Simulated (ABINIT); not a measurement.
## Beyond one shot: NbInO4 (P2/c)

Wanted: G0W0 and self-consistent gaps of NbInO4 (P2/c), with the cost of the cycles.

Method: LDA and many-body steps on it, plane waves, in ABINIT 10.8.3.

**Experimental background.**

- Gap 4.7 eV: direct gap from Elliott-Toyozawa fit; diffuse reflectance; 300 K; powder (“Accurate Determination of the Band-Gap Energy of the Rare-Earth Niobate Series”, 2024, arxiv:2401.13477).

Most raw output is cut from this account.

### Step 1. Starting point

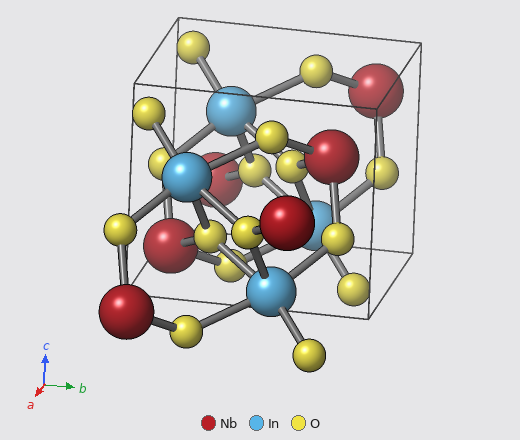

Start, viewed slightly off an axis; niobium red, indium blue, oxygen yellow. 2×1×1 cells are drawn. Some periodic images of atoms are drawn too.

The cell and positions come from the Crystallography Open Database and are kept as given unless a step says otherwise.

### Step 2. Empty states on the mesh, 2×2×2 mesh, 208 bands

This step: ABINIT 10.8.3; DFT, LDA, plane waves, norm-conserving pseudopotentials.

The sums over transitions need many empty states on a uniform mesh; this step solves for them.

run.abi reads:

```
acell 3*1.0 Angstrom
rprim 
  4.835500000000 0.000000000000 -0.000000000000
  0.000000000000 5.770900000000 0.000000000000
  -0.101444525800 0.000000000000 5.142999611900
ntypat 3
znucl 41 49 8
natom 12
typat 1 1 2 2 3 3 3 3 3 3 3 3
xred 
  0.000000000000 0.177900000000 0.250000000000
  0.000000000000 0.822100000000 0.750000000000
  0.500000000000 0.682500000000 0.250000000000
  0.500000000000 0.317500000000 0.750000000000
  0.260000000000 0.618000000000 0.901000000000
  0.740000000000 0.618000000000 0.599000000000
  0.740000000000 0.382000000000 0.099000000000
  0.260000000000 0.382000000000 0.401000000000
  0.217000000000 0.898000000000 0.438000000000
  0.783000000000 0.898000000000 0.062000000000
  0.783000000000 0.102000000000 0.562000000000
  0.217000000000 0.102000000000 0.938000000000
pp_dirpath "pseudos"
pseudos "Nb.upf, In.upf, O.upf"
ecut 42
ngkpt 2 2 2
nshiftk 1
shiftk 0 0 0
kptopt 1
chksymbreak 0
iscf -2
irdden 1
istwfk *1
nband 208
nbdbuf 18
tolwfr 1e-09
nstep 60
prtvol 0
indata_prefix "in"
outdata_prefix "out"
tmpdata_prefix "tmp"
```

Command:

```sh
> OMP_NUM_THREADS=2 mpirun -n 8 abinit run.abi > log
```

The job ended after 73 s (8 MPI ranks of Arm Neoverse V2, shared host; peak memory 0.96 GiB).

This step gave:

* gap: 3.324 eV
* k of the valence top: 0.5, 0, 0
* k of the conduction bottom: 0, 0.5, 0
* least direct gap: 3.370 eV
* k points computed: 8
* lowest point of the top converged band, above the valence top: 48.11 eV

On this mesh the gap is 3.324 eV.

The density comes from a self-consistent run that is not shown.

### Step 3. Screening, 2×2×2 mesh, 190 bands, screening to 106.1 eV

The RPA dielectric matrix is built and inverted for each q.

This step: RPA screening on LDA, plane waves, norm-conserving pseudopotentials.

Edit run.abi of step 2 so:

```diff
@@ -30,10 +30,11 @@
 chksymbreak 0
-iscf -2
-irdden 1
 istwfk *1
-nband 208
-nbdbuf 18
-tolwfr 1e-09
-nstep 60
-prtvol 0
+occopt 1
+irdwfk 1
+optdriver 3
+nband 190
+ecuteps 3.9
+inclvkb 2
+awtr 1
+symchi 1
 indata_prefix "in"
```

Command:

```sh
> OMP_NUM_THREADS=1 mpirun -n 16 abinit run.abi > log
```

The job ended after 1.7 min (16 MPI ranks; peak memory 13 GiB).

Numbers from this step:

| Quantity | Value |
| --- | --- |
| ε∞ with local fields, on this mesh, along the program's q direction | 5.405 |
| the same without local fields | 5.837 |
| plasma frequency | 33.38 eV |
| plane waves in the screening matrix | 361 |

Local fields lower ε∞ by 7 %. On a Γ-centred mesh this coarse the value itself is usually too large, while a short band sum pulls it down.

### Step 4. G0W0

The self-energy is evaluated for the states that the input lists, and the levels follow from it, in one-shot runs by the linearised quasiparticle equation.

This step: G0W0 on LDA, plane waves, norm-conserving pseudopotentials.

Edit run.abi of step 3 so:

```diff
@@ -33,8 +33,19 @@
 irdwfk 1
-optdriver 3
+optdriver 4
 nband 190
+gwcalctyp 0
+ecutsigx 42
+symsigma 1
+nkptgw 3
+kptgw 
+  0.5000000000 0.0000000000 0.0000000000
+  0.0000000000 0.5000000000 0.0000000000
+  0.0000000000 0.0000000000 0.0000000000
+bdgw 
+  57 61
+  57 60
+  57 60
 ecuteps 3.9
-inclvkb 2
-awtr 1
-symchi 1
+irdscr 1
+ppmodel 1
 indata_prefix "in"
```

It took 13 s on 16 MPI ranks; peak memory 4.5 GiB; 3.5 min of CPU time.

Numbers from this step:

| Quantity | Value |
| --- | --- |
| G0W0 gap on the points computed | 5.098 eV |
| starting gap on the mesh | 3.324 eV |
| k of the valence top | 0, 0.5, 0 |
| k of the conduction bottom | 0, 0.5, 0 |
| Z at the valence top | 0.786 |
| Z at the conduction bottom | 0.825 |
| least direct G0W0 gap on the computed points | 5.098 eV |

The gap on the mesh goes from 3.32 eV to 5.10 eV, a correction of +1.77 eV.

### Step 5. evGW0, cycle 1

This step: evGW0 on LDA, plane waves, norm-conserving pseudopotentials.

Edit run.abi of step 4 so:

```diff
@@ -35,14 +35,24 @@
 nband 190
-gwcalctyp 0
+gwcalctyp 10
 ecutsigx 42
 symsigma 1
-nkptgw 3
+nkptgw 8
 kptgw 
+  0.0000000000 0.0000000000 0.0000000000
   0.5000000000 0.0000000000 0.0000000000
   0.0000000000 0.5000000000 0.0000000000
-  0.0000000000 0.0000000000 0.0000000000
+  0.5000000000 0.5000000000 0.0000000000
+  0.0000000000 0.0000000000 0.5000000000
+  0.5000000000 0.0000000000 0.5000000000
+  0.0000000000 0.5000000000 0.5000000000
+  0.5000000000 0.5000000000 0.5000000000
 bdgw 
-  57 61
-  57 60
-  57 60
+  35 70
+  35 70
+  35 70
+  35 70
+  35 70
+  35 70
+  35 70
+  35 70
 ecuteps 3.9
```

It took 3.2 min on 16 MPI ranks; peak memory 21 GiB; 50 min of CPU time.

Numbers from this step:

```
quasiparticle gap on the mesh                         : 5.428 eV
gap of the density functional on the mesh             : 3.324 eV
k of the valence top                                  : 0, 0.5, 0
k of the conduction bottom                            : 0, 0, 0.5
Z at the valence top                                  : 0.786
Z at the conduction bottom                            : 0.826
least direct quasiparticle gap on the computed points : 5.46 eV
```

Against G0W0 in ABINIT (2×2×2 mesh, 190 bands, screening to 106.1 eV, Godby-Needs plasmon pole), the gap moves by +0.330 eV. This first cycle still uses the starting levels; it takes the full correction, at all points of the mesh, and its linearised value is 5.079 eV.

### Step 6. evGW0, cycle 2

The corrected levels of the last cycle go back in.

Edit run.abi of step 5 so:

```diff
@@ -60,2 +60,3 @@
 ppmodel 1
+irdqps 1
 indata_prefix "in"
```

Run time: 3.2 min. Hardware: 16 MPI ranks; peak memory 21 GiB.

Numbers from this step:

```yaml
quasiparticle_gap_on_the_mesh: 5.281 eV
gap_of_the_density_functional_on_the_mesh: 3.324 eV
k_of_the_valence_top: 0, 0.5, 0
k_of_the_conduction_bottom: 0, 0, 0.5
least_direct_quasiparticle_gap_on_the_computed_points: 5.324 eV
```

Against the cycle before, the gap moves by −0.147 eV.

### Step 7. evGW0, cycle 3

run.abi is that of step 6.

Wall time 3.1 min (16 MPI ranks); peak memory 21 GiB.

Numbers from this step:

```
quasiparticle gap on the mesh                         : 5.288 eV
gap of the density functional on the mesh             : 3.324 eV
k of the valence top                                  : 0, 0.5, 0
k of the conduction bottom                            : 0, 0, 0.5
least direct quasiparticle gap on the computed points : 5.329 eV
```

Against the cycle before, the gap moves by +0.007 eV.

### Step 8. Screening, 2×2×2 mesh, 190 bands, screening to 106.1 eV

This step: RPA screening on LDA, plane waves, norm-conserving pseudopotentials.

Edit run.abi of step 7 so:

```diff
@@ -33,30 +33,13 @@
 irdwfk 1
-optdriver 4
+optdriver 3
 nband 190
+ecuteps 3.9
+inclvkb 2
+awtr 1
+symchi 1
 gwcalctyp 10
-ecutsigx 42
-symsigma 1
-nkptgw 8
-kptgw 
-  0.0000000000 0.0000000000 0.0000000000
-  0.5000000000 0.0000000000 0.0000000000
-  0.0000000000 0.5000000000 0.0000000000
-  0.5000000000 0.5000000000 0.0000000000
-  0.0000000000 0.0000000000 0.5000000000
-  0.5000000000 0.0000000000 0.5000000000
-  0.0000000000 0.5000000000 0.5000000000
-  0.5000000000 0.5000000000 0.5000000000
-bdgw 
-  35 70
-  35 70
-  35 70
-  35 70
-  35 70
-  35 70
-  35 70
-  35 70
-ecuteps 3.9
-irdscr 1
-ppmodel 1
-irdqps 1
+mbpt_sciss 2.006 eV
+nqptdm 1
+qptdm 
+  0 0 0
 indata_prefix "in"
```

The job ended after 75 s (16 MPI ranks; peak memory 13 GiB; 20 min of CPU time).

Numbers from this step:

```yaml
eps_infinity_with_local_fields_on_this_mesh_along_the_program_s_q_direction: 4.479
the_same_without_local_fields: 4.776
plasma_frequency: 33.38 eV
plane_waves_in_the_screening_matrix: 361
```

This screening uses the functional's bands under a rigid shift, the mean opening of the cycle before.

### Step 9. Screening, 2×2×2 mesh, 190 bands, screening to 106.1 eV

This step: RPA screening on LDA from quasiparticle energies, plane waves, norm-conserving pseudopotentials.

Edit run.abi of step 8 so:

```diff
@@ -39,7 +39,13 @@
 symchi 1
+irdqps 1
 gwcalctyp 10
-mbpt_sciss 2.006 eV
-nqptdm 1
+nqptdm 7
 qptdm 
-  0 0 0
+  0.5000000000 0.0000000000 0.0000000000
+  0.0000000000 0.5000000000 0.0000000000
+  0.5000000000 0.5000000000 0.0000000000
+  0.0000000000 0.0000000000 0.5000000000
+  0.5000000000 0.0000000000 0.5000000000
+  0.0000000000 0.5000000000 0.5000000000
+  0.5000000000 0.5000000000 0.5000000000
 indata_prefix "in"
```

mrgscr.stdin reads:

```
2
merged
q0_SCR
out_SCR
1
```

Command:

```sh
> OMP_NUM_THREADS=1 mpirun -n 16 abinit run.abi > log; mrgscr < mrgscr.stdin
```

Wall time 34 s (16 MPI ranks); peak memory 11 GiB; 9.1 min of CPU time.

Numbers from this step:

| Item | Value |
| --- | --- |
| plasma frequency | 33.38 eV |
| plane waves in the screening matrix | 361 |

This screening reads the quasiparticle levels of the cycle before.

### Step 10. evGW, cycle 1

This step: evGW on LDA, plane waves, norm-conserving pseudopotentials.

Edit run.abi of step 9 so:

```diff
@@ -33,12 +33,10 @@
 irdwfk 1
-optdriver 3
+optdriver 4
 nband 190
-ecuteps 3.9
-inclvkb 2
-awtr 1
-symchi 1
-irdqps 1
 gwcalctyp 10
-nqptdm 7
-qptdm 
+ecutsigx 42
+symsigma 1
+nkptgw 8
+kptgw 
+  0.0000000000 0.0000000000 0.0000000000
   0.5000000000 0.0000000000 0.0000000000
@@ -50,2 +48,15 @@
   0.5000000000 0.5000000000 0.5000000000
+bdgw 
+  35 70
+  35 70
+  35 70
+  35 70
+  35 70
+  35 70
+  35 70
+  35 70
+ecuteps 3.9
+irdscr 1
+ppmodel 1
+irdqps 1
 indata_prefix "in"
```

Command:

```sh
> OMP_NUM_THREADS=1 mpirun -n 16 abinit run.abi > log
```

The job ended after 3 min (16 MPI ranks; peak memory 21 GiB; 48 min of CPU time).

This step gave:

| Property | Result |
| --- | --- |
| quasiparticle gap on the mesh | 5.677 eV |
| gap of the density functional on the mesh | 3.324 eV |
| k of the valence top | 0, 0.5, 0 |
| k of the conduction bottom | 0, 0, 0.5 |
| least direct quasiparticle gap on the computed points | 5.742 eV |

Against G0W0 in ABINIT (2×2×2 mesh, 190 bands, screening to 106.1 eV, Godby-Needs plasmon pole), the gap moves by +0.579 eV.

### Step 11. Screening, 2×2×2 mesh, 190 bands, screening to 106.1 eV

This step: RPA screening on LDA, plane waves, norm-conserving pseudopotentials.

Edit run.abi of step 10 so:

```diff
@@ -33,30 +33,13 @@
 irdwfk 1
-optdriver 4
+optdriver 3
 nband 190
+ecuteps 3.9
+inclvkb 2
+awtr 1
+symchi 1
 gwcalctyp 10
-ecutsigx 42
-symsigma 1
-nkptgw 8
-kptgw 
-  0.0000000000 0.0000000000 0.0000000000
-  0.5000000000 0.0000000000 0.0000000000
-  0.0000000000 0.5000000000 0.0000000000
-  0.5000000000 0.5000000000 0.0000000000
-  0.0000000000 0.0000000000 0.5000000000
-  0.5000000000 0.0000000000 0.5000000000
-  0.0000000000 0.5000000000 0.5000000000
-  0.5000000000 0.5000000000 0.5000000000
-bdgw 
-  35 70
-  35 70
-  35 70
-  35 70
-  35 70
-  35 70
-  35 70
-  35 70
-ecuteps 3.9
-irdscr 1
-ppmodel 1
-irdqps 1
+mbpt_sciss 2.422 eV
+nqptdm 1
+qptdm 
+  0 0 0
 indata_prefix "in"
```

The job ended after 73 s (16 MPI ranks; peak memory 13 GiB; 19 min of CPU time).

This step gave:

```
ε∞ with local fields, on this mesh, along the program's q direction : 4.339
the same without local fields                                       : 4.618
plasma frequency                                                    : 33.38 eV
plane waves in the screening matrix                                 : 361
```

This screening uses the functional's bands under a rigid shift, the mean opening of the cycle before.

### Step 12. Screening, 2×2×2 mesh, 190 bands, screening to 106.1 eV

This step: RPA screening on LDA from quasiparticle energies, plane waves, norm-conserving pseudopotentials.

Edit run.abi of step 11 so:

```diff
@@ -39,7 +39,13 @@
 symchi 1
+irdqps 1
 gwcalctyp 10
-mbpt_sciss 2.422 eV
-nqptdm 1
+nqptdm 7
 qptdm 
-  0 0 0
+  0.5000000000 0.0000000000 0.0000000000
+  0.0000000000 0.5000000000 0.0000000000
+  0.5000000000 0.5000000000 0.0000000000
+  0.0000000000 0.0000000000 0.5000000000
+  0.5000000000 0.0000000000 0.5000000000
+  0.0000000000 0.5000000000 0.5000000000
+  0.5000000000 0.5000000000 0.5000000000
 indata_prefix "in"
```

mrgscr.stdin is that of step 9.

Command:

```sh
> OMP_NUM_THREADS=1 mpirun -n 16 abinit run.abi > log; mrgscr < mrgscr.stdin
```

It took 34 s on 16 MPI ranks; peak memory 11 GiB; 9 min of CPU time.

Numbers from this step:

| Property | Result |
| --- | --- |
| plasma frequency | 33.38 eV |
| plane waves in the screening matrix | 361 |

This screening reads the quasiparticle levels of the cycle before.

### Step 13. evGW, cycle 2

This step: evGW on LDA, plane waves, norm-conserving pseudopotentials.

Edit run.abi of step 12 so:

```diff
@@ -33,12 +33,10 @@
 irdwfk 1
-optdriver 3
+optdriver 4
 nband 190
-ecuteps 3.9
-inclvkb 2
-awtr 1
-symchi 1
-irdqps 1
 gwcalctyp 10
-nqptdm 7
-qptdm 
+ecutsigx 42
+symsigma 1
+nkptgw 8
+kptgw 
+  0.0000000000 0.0000000000 0.0000000000
   0.5000000000 0.0000000000 0.0000000000
@@ -50,2 +48,15 @@
   0.5000000000 0.5000000000 0.5000000000
+bdgw 
+  35 70
+  35 70
+  35 70
+  35 70
+  35 70
+  35 70
+  35 70
+  35 70
+ecuteps 3.9
+irdscr 1
+ppmodel 1
+irdqps 1
 indata_prefix "in"
```

Command:

```sh
> OMP_NUM_THREADS=1 mpirun -n 16 abinit run.abi > log
```

The job ended after 3.1 min (16 MPI ranks; peak memory 21 GiB; 49 min of CPU time).

This step gave:

```yaml
quasiparticle_gap_on_the_mesh: 5.725 eV
gap_of_the_density_functional_on_the_mesh: 3.324 eV
k_of_the_valence_top: 0, 0.5, 0
k_of_the_conduction_bottom: 0, 0, 0.5
least_direct_quasiparticle_gap_on_the_computed_points: 5.794 eV
```

Against the cycle before, the gap moves by +0.048 eV.

### Step 14. Screening, 2×2×2 mesh, 190 bands, screening to 106.1 eV

This step: RPA screening on LDA, plane waves, norm-conserving pseudopotentials.

Edit run.abi of step 13 so:

```diff
@@ -33,30 +33,13 @@
 irdwfk 1
-optdriver 4
+optdriver 3
 nband 190
+ecuteps 3.9
+inclvkb 2
+awtr 1
+symchi 1
 gwcalctyp 10
-ecutsigx 42
-symsigma 1
-nkptgw 8
-kptgw 
-  0.0000000000 0.0000000000 0.0000000000
-  0.5000000000 0.0000000000 0.0000000000
-  0.0000000000 0.5000000000 0.0000000000
-  0.5000000000 0.5000000000 0.0000000000
-  0.0000000000 0.0000000000 0.5000000000
-  0.5000000000 0.0000000000 0.5000000000
-  0.0000000000 0.5000000000 0.5000000000
-  0.5000000000 0.5000000000 0.5000000000
-bdgw 
-  35 70
-  35 70
-  35 70
-  35 70
-  35 70
-  35 70
-  35 70
-  35 70
-ecuteps 3.9
-irdscr 1
-ppmodel 1
-irdqps 1
+mbpt_sciss 2.471 eV
+nqptdm 1
+qptdm 
+  0 0 0
 indata_prefix "in"
```

Elapsed: 73 s, on 16 MPI ranks; peak memory 13 GiB; 20 min of CPU time.

This step gave:

```
ε∞ with local fields, on this mesh, along the program's q direction : 4.324
the same without local fields                                       : 4.601
plasma frequency                                                    : 33.38 eV
plane waves in the screening matrix                                 : 361
```

This screening uses the functional's bands under a rigid shift, the mean opening of the cycle before.

### Step 15. Screening, 2×2×2 mesh, 190 bands, screening to 106.1 eV

This step: RPA screening on LDA from quasiparticle energies, plane waves, norm-conserving pseudopotentials.

Edit run.abi of step 14 so:

```diff
@@ -39,7 +39,13 @@
 symchi 1
+irdqps 1
 gwcalctyp 10
-mbpt_sciss 2.471 eV
-nqptdm 1
+nqptdm 7
 qptdm 
-  0 0 0
+  0.5000000000 0.0000000000 0.0000000000
+  0.0000000000 0.5000000000 0.0000000000
+  0.5000000000 0.5000000000 0.0000000000
+  0.0000000000 0.0000000000 0.5000000000
+  0.5000000000 0.0000000000 0.5000000000
+  0.0000000000 0.5000000000 0.5000000000
+  0.5000000000 0.5000000000 0.5000000000
 indata_prefix "in"
```

mrgscr.stdin is that of step 12.

Command:

```sh
> OMP_NUM_THREADS=1 mpirun -n 16 abinit run.abi > log; mrgscr < mrgscr.stdin
```

The job ended after 34 s (16 MPI ranks; peak memory 11 GiB; 9 min of CPU time).

This step gave:

| Property | Result |
| --- | --- |
| plasma frequency | 33.38 eV |
| plane waves in the screening matrix | 361 |

This screening reads the quasiparticle levels of the cycle before.

### Step 16. evGW, cycle 3

This step: evGW on LDA, plane waves, norm-conserving pseudopotentials.

Edit run.abi of step 15 so:

```diff
@@ -33,12 +33,10 @@
 irdwfk 1
-optdriver 3
+optdriver 4
 nband 190
-ecuteps 3.9
-inclvkb 2
-awtr 1
-symchi 1
-irdqps 1
 gwcalctyp 10
-nqptdm 7
-qptdm 
+ecutsigx 42
+symsigma 1
+nkptgw 8
+kptgw 
+  0.0000000000 0.0000000000 0.0000000000
   0.5000000000 0.0000000000 0.0000000000
@@ -50,2 +48,15 @@
   0.5000000000 0.5000000000 0.5000000000
+bdgw 
+  35 70
+  35 70
+  35 70
+  35 70
+  35 70
+  35 70
+  35 70
+  35 70
+ecuteps 3.9
+irdscr 1
+ppmodel 1
+irdqps 1
 indata_prefix "in"
```

Command:

```sh
> OMP_NUM_THREADS=1 mpirun -n 16 abinit run.abi > log
```

Wall time 3.1 min (16 MPI ranks); peak memory 21 GiB.

This step gave:

```
quasiparticle gap on the mesh                         : 5.731 eV
gap of the density functional on the mesh             : 3.324 eV
k of the valence top                                  : 0, 0.5, 0
k of the conduction bottom                            : 0, 0, 0.5
least direct quasiparticle gap on the computed points : 5.800 eV
```

Against the cycle before, the gap moves by +0.006 eV.

### Step 17. Side by side

Times are wall times on 16 MPI ranks of Arm Neoverse V2, shared host, good to a factor of about two. A run's time includes the screening step that it read.

```tsv
run	mesh	bands	screening cutoff (eV)	DFT gap (eV)	gap on the mesh (eV)	direct (eV)	ε∞ used	time
G0W0	2×2×2	190	106.1	3.324	5.098	5.098	5.41	1.9 min
evGW0, cycle 1	2×2×2	190	106.1	3.324	5.428	5.460	5.41	4.9 min
evGW0, cycle 2	2×2×2	190	106.1	3.324	5.281	5.324	5.41	4.9 min
evGW0, cycle 3	2×2×2	190	106.1	3.324	5.288	5.329	5.41	4.8 min
evGW, cycle 1	2×2×2	190	106.1	3.324	5.677	5.742	4.48	4.9 min
evGW, cycle 2	2×2×2	190	106.1	3.324	5.725	5.794	4.34	4.9 min
evGW, cycle 3	2×2×2	190	106.1	3.324	5.731	5.800	4.32	4.9 min
```

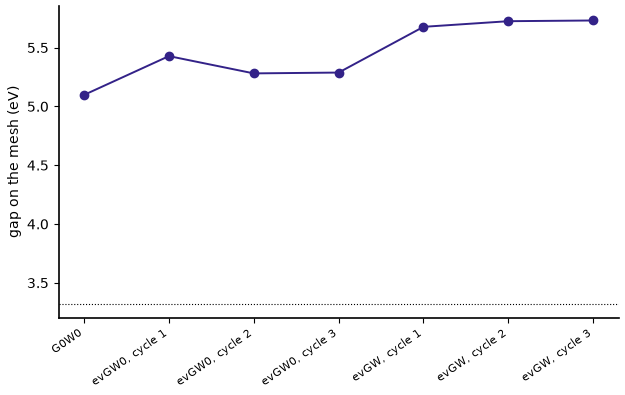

The gap through the cycles; the dotted line is the starting gap.

### Step 18. Results

* G0W0: 5.098 eV
* evGW0, cycle 1: 5.428 eV
* evGW0, cycle 2: 5.281 eV
* evGW0, cycle 3: 5.288 eV
* evGW, cycle 1: 5.677 eV
* evGW, cycle 2: 5.725 eV
* evGW, cycle 3: 5.731 eV
* known limits: not at the basis limit; no spin-orbit coupling; coarse k mesh

In words: Only the bands that the input lists are updated; the others, empty or deep, keep the functional's energies or take a rigid shift. The evGW loop starts from the last levels of evGW0, so its cycles and time come on top of those. evGW0 ends at 5.29 eV, +0.19 eV from G0W0, after 3 cycles that took 9.4 min beside the first screening; the last moved the gap by 0.007 eV. evGW ends at 5.73 eV, +0.63 eV from G0W0, after 3 cycles that took 15 min beside the first screening; the last moved the gap by 0.006 eV. The first cycle of evGW0 takes the full correction, without the factor Z, so it overshoots the one-shot value. Against experiment, by evGW, cycle 3: the direct gap of 5.80 eV lies +1.10 eV from the measured 4.7 eV (electronic, 300 K, 2024). These are gaps on the mesh, at modest bands and cutoff. The calculation has static nuclei and no excitons; a measured gap holds zero-point and thermal motion, which mostly lowers it. Bands and cutoff are finite, so the gap is not at the basis limit. The miss can reach some tenths of an eV and take either sign; the mesh is an error of its own. A denser mesh or path gives a starting gap of 3.25 eV: the GW mesh misses a band edge, so its gaps are not the fundamental one. The 2×2×2 mesh is coarse for this cell, which bears on the long-range parts of exchange and screening. In the updated screening the q = 0 part is built from Kohn-Sham bands under a rigid shift, the other q from the quasiparticle levels. The many-body steps are scalar-relativistic: spin-orbit coupling is not in them.

[Paths, hosts, dates, memory and timing lines, banners, echoed tables and standing remarks are left out of the program output.]

[Logs are printed without paths, hosts, clocks, repeated set-up lines and the standing remarks that a program may print on its own settings, such as how far it seeks lower states.]

[Runs of the session that timed out or met a known fault of the program may be left out.]

[Hosts, paths, dates, database ids (printed as entryN), source tags and the programs' standing remarks are cut or masked in the printed files.]

[G0W0 gaps are taken among the corrected bands and points alone; a level outside them can change the order at an edge.]

[Where Ansatz stands beside ABINIT at settings called matched, ABINIT's density can come from a denser mesh and the files from another edition; pairs whose starting gaps differed by over 0.03 eV were left out, so agreement reads better than it is.]
